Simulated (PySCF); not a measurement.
# C₆H₆ClF: runs on many settings

Aim: see how C₆H₆ClF (`F[C@H]1C=CC=C(Cl)C1`) answers to the choice of functional, basis, grid and SCF options, and what happens with inputs that are wrong on purpose.

Programs: PySCF 2.14.0, with density-fitted response routines of our own. Each step states its level of theory. These are calculated values for one molecule, in the gas phase or a continuum, unless marked as measured. Atoms count from 0, in the outputs and in this text.

**1. The starting structure**

14 atoms, charge 0, multiplicity 1; geometry from: GFN2-xTB.

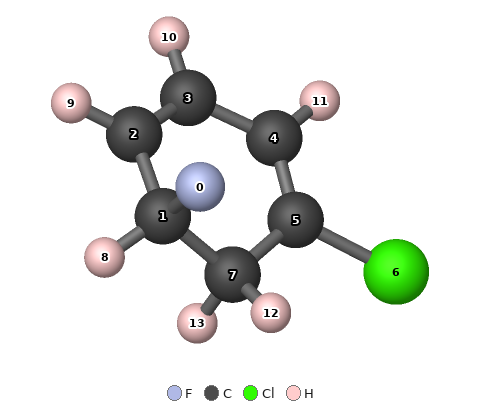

The starting geometry (fluorine light blue, carbon dark grey, chlorine green, hydrogen pink), atoms numbered.

**2. Nuclear shieldings: PBE0/pcSseg-1**

What the job is given:

```
{"job": {"kind": "nmr", "xc": "PBE0", "basis": "pcSseg-1"}, "charge": 0, "multiplicity": 1}
F     -0.262248    -1.190045    -1.862416
C     -0.307555    -1.200770    -0.466235
C      1.088193    -1.005248     0.045340
C      1.532356     0.205654     0.382968
C      0.674793     1.369255     0.346071
C     -0.636557     1.219308     0.149355
Cl    -1.708491     2.569264     0.129742
C     -1.284268    -0.121617     0.003294
H     -0.692213    -2.196860    -0.213858
H      1.736603    -1.866649     0.033325
H      2.555660     0.351616     0.694145
H      1.115528     2.343871     0.479579
H     -2.106177    -0.063507    -0.713294
H     -1.706303    -0.414746     0.969820
```

Method: GIAO PBE0/pcSseg-1 NMR shielding, non-relativistic, gas phase.

Command:

```bash
$ OMP_NUM_THREADS=1 python probes_run.py task.json out
```

One launch serves the whole session: the jobs run in the order shown.

Output:

```text
coarse grid: 12952 points
cycle   1  E = -791.5616538710  dE =  1.253e+00  |g| = 5.584e-01  |ddm| = 3.624e+00
cycle   2  E = -791.5071286637  dE =  5.453e-02  |g| = 8.073e-01  |ddm| = 1.120e+00
cycle   3  E = -791.6221329560  dE = -1.150e-01  |g| = 9.672e-02  |ddm| = 7.246e-01
cycle   4  E = -791.6239877110  dE = -1.855e-03  |g| = 4.819e-02  |ddm| = 1.442e-01
cycle   5  E = -791.6245180116  dE = -5.303e-04  |g| = 1.465e-02  |ddm| = 5.511e-02
cycle   6  E = -791.6245584539  dE = -4.044e-05  |g| = 3.498e-03  |ddm| = 1.471e-02
cycle   7  E = -791.6245610647  dE = -2.611e-06  |g| = 9.889e-04  |ddm| = 4.274e-03
final grid: 122832 points
cycle   8  E = -791.6789018158  dE = -3.761e-05  |g| = 8.812e-03  |ddm| = 3.123e-02
cycle   9  E = -791.6788883760  dE =  1.344e-05  |g| = 1.205e-02  |ddm| = 2.111e-02
cycle  10  E = -791.6789200416  dE = -3.167e-05  |g| = 1.250e-03  |ddm| = 1.227e-02
cycle  11  E = -791.6789202718  dE = -2.301e-07  |g| = 3.221e-04  |ddm| = 1.248e-03
cycle  12  E = -791.6789202887  dE = -1.692e-08  |g| = 9.954e-05  |ddm| = 3.451e-04
cycle  13  E = -791.6789202908  dE = -2.108e-09  |g| = 4.380e-05  |ddm| = 1.472e-04
cycle  14  E = -791.6789202912  dE = -4.541e-10  |g| = 1.148e-05  |ddm| = 5.025e-05
converged SCF energy = -791.6789202912

GIAO shielding tensors (ppm)
atom      isotropic    diamagn.    paramagn.     s11        s22        s33       span
  0 F      350.584     474.278    -123.694    234.286    399.338    418.128    183.842
  1 C      100.389     239.279    -138.890     66.226     81.990    152.951     86.725
  2 C       60.415     255.262    -194.847    -49.215     66.967    163.493    212.708
  3 C       50.122     252.730    -202.608    -64.761     52.166    162.962    227.723
  4 C       59.292     249.284    -189.992    -47.101     72.274    152.704    199.804
  5 C       37.752     255.323    -217.571    -59.454     58.931    113.779    173.233
  6 Cl     678.371    1145.456    -467.085    499.355    589.218    946.539    447.184
  7 C      143.898     246.453    -102.555    127.291    142.815    161.587     34.296
  8 H       26.537      28.758      -2.222     23.033     25.805     30.771      7.738
  9 H       25.547      30.200      -4.653     23.608     25.767     27.266      3.658
 10 H       25.109      29.660      -4.551     23.200     24.749     27.378      4.178
 11 H       25.253      30.111      -4.858     22.602     23.624     29.534      6.932
 12 H       28.719      28.580       0.139     24.173     29.906     32.079      7.906
 13 H       29.000      28.589       0.411     24.508     28.408     34.085      9.577
```

Wall time 66 s (1 thread of Intel Xeon at 2.50GHz, shared host); peak memory 0.86 GiB.

Shifts follow as δ = σ(reference) − σ, with reference shieldings (ppm) from runs at the same level and on the same kind of geometry: ¹H TMS 31.72, ¹³C TMS 186.9, ¹⁹F CFCl3 170.9, ³⁵Cl HCl 950. The references are single molecules in the gas phase, so shifts against H2O, NH3, PH3, H3PO4 or CFCl3 are not on the usual liquid scales and can be off by tens of ppm.

```csv
atoms,environment,σ (ppm),δ (ppm),δ scaled to CDCl3
C5,fully substituted alkene carbon,37.8,149.2,143.7
C3,alkene CH,50.1,136.8,131.6
C4,alkene CH,59.3,127.6,122.7
C2,alkene CH,60.4,126.5,121.6
C1,allylic sp3 CH bonded to F,100.4,86.5,82.5
C7,allylic sp3 CH2,143.9,43.0,40.1
H10,hydrogen on an alkene CH,25.11,6.61,6.34
H11,hydrogen on an alkene CH,25.25,6.46,6.20
H9,hydrogen on an alkene CH,25.55,6.17,5.92
H8,hydrogen on an allylic sp3 CH bonded to F,26.54,5.18,4.99
H12,hydrogen on an allylic sp3 CH2,28.72,3.00,2.93
H13,hydrogen on an allylic sp3 CH2,29.00,2.72,2.67
F0,fluorine on an sp3 carbon,350.6,-179.6,–
Cl6,chlorine bonded to C,678,271,–
```

The scaled column applies a straight-line fit of computed shieldings to shifts measured in CDCl3, with any fitted terms for Cl, Br or S neighbours, and one for carbons that bear F (root-mean-square error 0.16 ppm for H, 1.9 ppm for C).

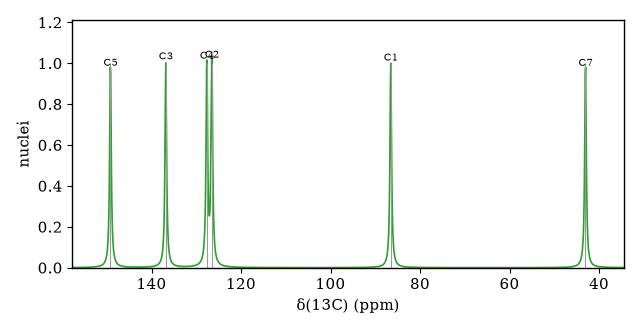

¹³C lines at the computed shifts, without couplings. Lines are broadened to a width of 0.42 ppm (Lorentzian).

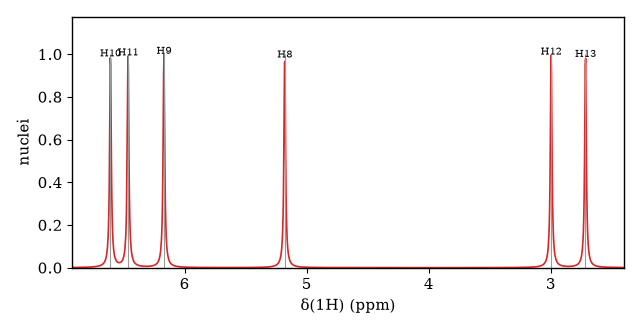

¹H lines at the computed shifts, without couplings. Lines are broadened to a width of 0.02 ppm (Lorentzian).

Charges from the same density, by scheme (e):

```csv
atoms,Mulliken,IAO,Hirshfeld,ESP fit
F0,-0.34,-0.34,-0.13,-0.30
C1,0.20,0.17,0.07,0.57
C2,-0.13,-0.18,-0.06,-0.46
C3,-0.08,-0.13,-0.04,0.03
C4,0.06,-0.19,-0.07,-0.25
C5,-0.29,0.01,0.03,0.12
Cl6,-0.07,-0.02,-0.02,-0.10
C7,-0.08,-0.29,-0.08,-0.32
```

Mulliken charges:

F0 -0.34; C1 0.20; C2 -0.13; C3 -0.08; C4 0.06; C5 -0.29; Cl6 -0.07; C7 -0.08; H8 0.10; H9 0.11; H10 0.10; H11 0.10; H12 0.16; H13 0.16

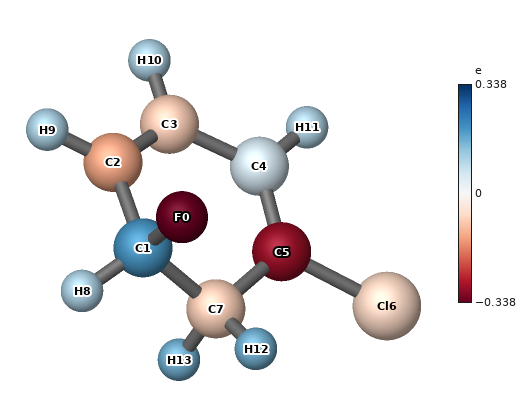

Mulliken charges, as colours on the atoms.

Mayer bond orders: F0–C1 0.89, C1–C2 1.02, C2–C3 1.81, C3–C4 1.12, C4–C5 1.71, C5–Cl6 1.09, C5–C7 1.00, C7–C1 1.01.

Ring of atoms C1, C2, C3, C4, C5, C7: NICS(0) 0.9, NICS(1) -1.7, NICS(1)zz 1.0 ppm (means of both faces).

**3. TDDFT and polarisability: PBE0/def2-SVPD**

The job, as its differences from that of step 2:

```diff
@@ -1,2 +1,2 @@
-{"job": {"kind": "nmr", "xc": "PBE0", "basis": "pcSseg-1"}, "charge": 0, "multiplicity": 1}
+{"job": {"kind": "uv", "xc": "PBE0", "basis": "def2-SVPD", "nstates": 6, "ntriplets": 2}, "charge": 0, "multiplicity": 1}
 F     -0.262248    -1.190045    -1.862416
```

Level: TDDFT PBE0/def2-SVPD, vertical, gas phase, core orbitals frozen in the response.

Output:

```text
coarse grid: 12952 points
cycle   1  E = -791.2245019998  dE =  1.178e+00  |g| = 5.157e-01  |ddm| = 8.961e+00
cycle   2  E = -791.1706171791  dE =  5.388e-02  |g| = 7.577e-01  |ddm| = 2.306e+00
cycle   3  E = -791.2799263823  dE = -1.093e-01  |g| = 9.393e-02  |ddm| = 1.387e+00
cycle   4  E = -791.2817467222  dE = -1.820e-03  |g| = 4.331e-02  |ddm| = 4.128e-01
cycle   5  E = -791.2821806958  dE = -4.340e-04  |g| = 1.434e-02  |ddm| = 1.780e-01
cycle   6  E = -791.2822223113  dE = -4.162e-05  |g| = 3.693e-03  |ddm| = 3.338e-02
cycle   7  E = -791.2822253533  dE = -3.042e-06  |g| = 7.790e-04  |ddm| = 1.020e-02
final grid: 122832 points
cycle   8  E = -791.3764710748  dE = -3.147e-05  |g| = 8.289e-03  |ddm| = 1.805e-01
cycle   9  E = -791.3764568927  dE =  1.418e-05  |g| = 1.174e-02  |ddm| = 5.429e-02
cycle  10  E = -791.3764879447  dE = -3.105e-05  |g| = 1.094e-03  |ddm| = 2.760e-02
cycle  11  E = -791.3764881738  dE = -2.291e-07  |g| = 2.738e-04  |ddm| = 2.193e-03
cycle  12  E = -791.3764881880  dE = -1.416e-08  |g| = 1.018e-04  |ddm| = 9.998e-04
cycle  13  E = -791.3764881905  dE = -2.486e-09  |g| = 4.118e-05  |ddm| = 4.455e-04
cycle  14  E = -791.3764881909  dE = -4.047e-10  |g| = 1.167e-05  |ddm| = 1.322e-04
converged SCF energy = -791.3764881909

Static polarisability (au): isotropic 84.184, principal 58.705 84.357 109.488

Singlet excitations
state   eV       nm        f      main configurations
  1   4.6215    268.3   0.21486   H->L 0.98
  2   5.9837    207.2   0.00380   H->L+1 0.92
  3   6.0828    203.8   0.00046   H-1->L 0.97
  4   6.4509    192.2   0.00653   H->L+2 0.47, H-2->L 0.27, H-3->L 0.17
  5   6.5126    190.4   0.01871   H-3->L 0.55, H->L+2 0.33
  6   6.6469    186.5   0.00260   H->L+3 0.37, H-2->L 0.28, H-3->L 0.23

Triplet excitations (Tamm-Dancoff, eV): 2.7264 4.8651
```

It took 86 s on 1 thread of Intel Xeon at 2.50GHz, shared host; peak memory 0.89 GiB.

Frontier orbitals and where they lie:

```csv
orbital,eV,atoms
HOMO−3,-9.58,"F0 23 %, C1 16 %, C2 15 %"
HOMO−2,-9.24,"C3 25 %, Cl6 22 %, C2 17 %"
HOMO−1,-8.98,"Cl6 65 %, C5 9 %, C7 7 %"
HOMO,-6.77,"C2 21 %, C5 20 %, C4 18 %"
LUMO,-1.55,"C5 20 %, C2 20 %, C3 18 %"
LUMO+1,0.49,"Cl6 28 %, C5 8 %, C3 8 %"
LUMO+2,0.88,"Cl6 42 %, C5 14 %, H13 9 %"
```

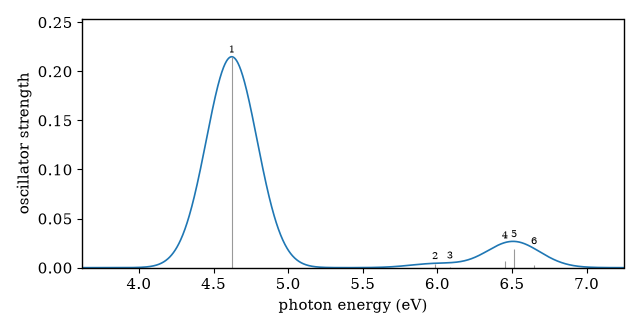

Absorption spectrum from the 6 singlet states computed; above the last one it falls off for lack of states. Lines are broadened to a width of 0.40 eV (Gaussian).

Further results of this job:

```csv
property,computed
dipole moment (D),2.17
polarisability (Å³),12.47
HOMO–LUMO gap (eV),5.22
−ε(HOMO) (eV),6.77
```

**4. NMR shieldings: PBE0/pcSseg-1**

The job, as its differences from that of step 3:

```diff
@@ -1,2 +1,2 @@
-{"job": {"kind": "uv", "xc": "PBE0", "basis": "def2-SVPD", "nstates": 6, "ntriplets": 2}, "charge": 0, "multiplicity": 1}
+{"job": {"kind": "nmr", "xc": "PBE0", "basis": "pcSseg-1", "pop": true, "scf": {"guess": "huckel", "level_shift": 0.1}}, "charge": 0, "multiplicity": 1}
 F     -0.262248    -1.190045    -1.862416
```

Method: GIAO PBE0/pcSseg-1 NMR shielding, non-relativistic, gas phase.

Output:

```text
final grid: 122832 points
cycle   1  E = -786.7349707451  dE =  1.695e+00  |g| = 4.850e+00  |ddm| = 6.979e+00
cycle   2  E = -775.3507458947  dE =  1.138e+01  |g| = 7.495e+00  |ddm| = 3.877e+01
cycle   3  E = -791.3084670492  dE = -1.596e+01  |g| = 1.365e+00  |ddm| = 3.987e+01
cycle   4  E = -791.4353799459  dE = -1.269e-01  |g| = 1.060e+00  |ddm| = 2.101e+00
cycle   5  E = -791.6645799801  dE = -2.292e-01  |g| = 2.142e-01  |ddm| = 8.254e-01
cycle   6  E = -791.6770626075  dE = -1.248e-02  |g| = 8.322e-02  |ddm| = 3.325e-01
cycle   7  E = -791.6788099617  dE = -1.747e-03  |g| = 2.180e-02  |ddm| = 1.140e-01
cycle   8  E = -791.6789100192  dE = -1.001e-04  |g| = 6.522e-03  |ddm| = 2.204e-02
cycle   9  E = -791.6789187227  dE = -8.704e-06  |g| = 2.524e-03  |ddm| = 8.155e-03
cycle  10  E = -791.6789201190  dE = -1.396e-06  |g| = 8.063e-04  |ddm| = 2.857e-03
cycle  11  E = -791.6789202771  dE = -1.581e-07  |g| = 2.283e-04  |ddm| = 1.056e-03
cycle  12  E = -791.6789202898  dE = -1.269e-08  |g| = 6.156e-05  |ddm| = 3.049e-04
cycle  13  E = -791.6789202911  dE = -1.286e-09  |g| = 1.702e-05  |ddm| = 9.894e-05
cycle  14  E = -791.6789202912  dE = -1.273e-10  |g| = 6.495e-06  |ddm| = 3.736e-05
level shift removed, Fock matrix diagonalised once more
converged SCF energy = -791.6789202912

GIAO shielding tensors (ppm)
atom      isotropic    diamagn.    paramagn.     s11        s22        s33       span
  0 F      350.583     474.278    -123.695    234.285    399.337    418.127    183.843
  1 C      100.388     239.279    -138.890     66.226     81.990    152.950     86.724
  2 C       60.415     255.262    -194.846    -49.215     66.968    163.493    212.707
  3 C       50.122     252.730    -202.608    -64.761     52.166    162.963    227.724
  4 C       59.293     249.284    -189.991    -47.101     72.273    152.705    199.806
  5 C       37.752     255.323    -217.572    -59.455     58.930    113.779    173.234
  6 Cl     678.368    1145.456    -467.088    499.353    589.212    946.538    447.184
  7 C      143.897     246.453    -102.557    127.290    142.814    161.586     34.297
  8 H       26.537      28.758      -2.222     23.033     25.805     30.771      7.738
  9 H       25.547      30.200      -4.653     23.608     25.767     27.266      3.658
 10 H       25.109      29.660      -4.551     23.200     24.749     27.378      4.178
 11 H       25.253      30.111      -4.858     22.602     23.624     29.534      6.932
 12 H       28.719      28.580       0.138     24.172     29.906     32.078      7.906
 13 H       29.000      28.589       0.411     24.507     28.409     34.085      9.577
```

It took 80 s on 1 thread of Intel Xeon at 2.50GHz, shared host; peak memory 0.77 GiB.

Key values: δ C5 149.2, C3 136.8, C4 127.6, C2 126.5, H10 6.61, H11 6.46 ppm.

**5. NMR shieldings: BP86/cc-pCVDZ**

The job, as its differences from that of step 4:

```diff
@@ -1,2 +1,2 @@
-{"job": {"kind": "nmr", "xc": "PBE0", "basis": "pcSseg-1", "pop": true, "scf": {"guess": "huckel", "level_shift": 0.1}}, "charge": 0, "multiplicity": 1}
+{"job": {"kind": "nmr", "xc": "BP86", "basis": "cc-pCVDZ", "pop": true, "scf": {"conv": 0.001, "max_cycle": 3}}, "charge": 0, "multiplicity": 1}
 F     -0.262248    -1.190045    -1.862416
```

Method: BP86/cc-pCVDZ.

Output:

```text
KeyError: 'Element h (Z=1) not found in basis cc-pCVDZ version 0'
```

Run time: 0.09 s. Hardware: 1 thread of Intel Xeon at 2.50GHz, shared host.

Why it failed: The basis cc-pCVDZ has no functions for an element of the molecule, so the input was refused before any integral. The remedy is to choose a basis that covers all elements.

**6. NMR shieldings: PBE0/pcSseg-1 in tetrahydrofuran**

The job, as its differences from that of step 5:

```diff
@@ -1,2 +1,2 @@
-{"job": {"kind": "nmr", "xc": "BP86", "basis": "cc-pCVDZ", "pop": true, "scf": {"conv": 0.001, "max_cycle": 3}}, "charge": 0, "multiplicity": 1}
+{"job": {"kind": "nmr", "xc": "PBE0", "basis": "pcSseg-1", "solvent": "tetrahydrofuran", "pop": false, "grid": 1}, "charge": 0, "multiplicity": 1}
 F     -0.262248    -1.190045    -1.862416
```

Level: GIAO PBE0/pcSseg-1 NMR shielding, non-relativistic, IEF-PCM tetrahydrofuran.

Output:

```text
final grid: 57528 points
cycle   1  E = -791.6262550861  dE =  1.246e+00  |g| = 5.475e-01  |ddm| = 3.620e+00
cycle   2  E = -791.5818310717  dE =  4.442e-02  |g| = 7.647e-01  |ddm| = 9.825e-01
cycle   3  E = -791.6834786913  dE = -1.016e-01  |g| = 8.175e-02  |ddm| = 6.160e-01
cycle   4  E = -791.6847798047  dE = -1.301e-03  |g| = 4.033e-02  |ddm| = 1.124e-01
cycle   5  E = -791.6851562271  dE = -3.764e-04  |g| = 1.160e-02  |ddm| = 4.401e-02
cycle   6  E = -791.6851813202  dE = -2.509e-05  |g| = 3.096e-03  |ddm| = 1.127e-02
cycle   7  E = -791.6851833394  dE = -2.019e-06  |g| = 7.845e-04  |ddm| = 3.158e-03
cycle   8  E = -791.6851834704  dE = -1.310e-07  |g| = 1.802e-04  |ddm| = 9.588e-04
cycle   9  E = -791.6851834775  dE = -7.079e-09  |g| = 8.366e-05  |ddm| = 2.580e-04
cycle  10  E = -791.6851834792  dE = -1.683e-09  |g| = 2.727e-05  |ddm| = 8.330e-05
cycle  11  E = -791.6851834793  dE = -1.703e-10  |g| = 8.020e-06  |ddm| = 2.717e-05
converged SCF energy = -791.6851834793

GIAO shielding tensors (ppm)
atom      isotropic    diamagn.    paramagn.     s11        s22        s33       span
  0 F      358.856     475.248    -116.392    243.733    408.978    423.858    180.125
  1 C       99.630     240.036    -140.406     64.136     80.510    154.244     90.108
  2 C       59.901     255.127    -195.226    -50.067     65.226    164.545    214.612
  3 C       49.344     252.548    -203.204    -65.775     49.771    164.035    229.810
  4 C       58.617     249.099    -190.483    -47.997     70.071    153.776    201.773
  5 C       38.168     256.137    -217.969    -59.862     62.290    112.075    171.937
  6 Cl     691.485    1145.684    -454.198    517.743    597.597    959.116    441.373
  7 C      144.117     245.965    -101.848    127.599    143.176    161.575     33.976
  8 H       26.270      28.500      -2.229     22.771     25.476     30.564      7.792
  9 H       25.336      30.087      -4.751     23.318     25.644     27.046      3.728
 10 H       24.859      29.458      -4.599     22.873     24.571     27.133      4.260
 11 H       25.049      29.967      -4.918     22.339     23.400     29.408      7.070
 12 H       28.635      28.385       0.251     23.988     29.848     32.070      8.082
 13 H       28.714      28.121       0.593     24.104     28.032     34.006      9.902
```

Run time: 29 s. Hardware: 1 thread of Intel Xeon at 2.50GHz, shared host; peak memory 0.94 GiB.

Key values: δ C5 149.5, C3 138.4, C4 129.1, C2 127.8, H10 6.84, H11 6.65 ppm.

**7. Summary of results**

| quantity | value |
| --- | --- |
| ¹³C shifts against TMS (PBE0/pcSseg-1) | 149.2, 136.8, 127.6, 126.5, 86.5, 43.0 ppm |
| ¹H shifts against TMS (PBE0/pcSseg-1) | 6.61, 6.46, 6.17, 5.18, 3.00, 2.72 ppm |
| ¹⁹F shifts against CFCl3 (PBE0/pcSseg-1) | -179.6 ppm |
| ³⁵Cl shifts against HCl (PBE0/pcSseg-1) | 271 ppm |
| lowest singlet (PBE0/def2-SVPD) | 4.62 eV (268 nm), f = 0.215 |
| lowest triplet | 2.73 eV |
| property runs in this session | 5, of which 1 failed and 0 gave unsound results |

Single values in the summary come from the first run of each kind that ended normally (PBE0/pcSseg-1; PBE0/def2-SVPD), which need not be the best level. At PBE0/pcSseg-1: Shielding is most anisotropic at Cl6 (span 447 ppm, paramagnetic term -467 ppm). The first singlet state (HOMO→LUMO 0.98) lies at 4.62 eV and is bright. The lowest triplet lies 1.90 eV below the lowest singlet (triplets in Tamm-Dancoff, singlets in full TDDFT).
